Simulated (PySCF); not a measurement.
SMILES FC(F)(F)C[SiH3] (C2H5F3Si) at its GFN2-xTB optimised geometry (Å):

```
11

F      2.1380     0.2454     0.0000
C      0.7905     0.2454     0.0000
F      0.4243    -0.2437    -1.1985
F      0.4243     1.5399     0.0000
C      0.1988    -0.5201     1.1391
Si    -1.7145    -0.4708     1.0580
H      0.5764    -1.5399     1.0800
H      0.5727    -0.0768     2.0610
H     -2.1327    -1.0964    -0.1930
H     -2.1380     0.9237     1.1408
H     -2.1661    -1.2378     2.2179
```

Method: PBE0/def2-TZVP (PySCF). Cells within 0.4 Å of a nucleus heavier than hydrogen are left out (blank, or x).

Map of the deformation density (molecule minus spherical neutral atoms) (e/bohr³) on the plane z = 0.0 Å:

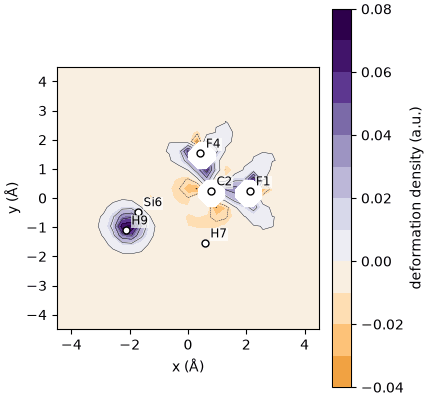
Fig. 1. Deformation density (molecule minus spherical neutral atoms) (e/bohr³) on the plane z = 0.0 Å.
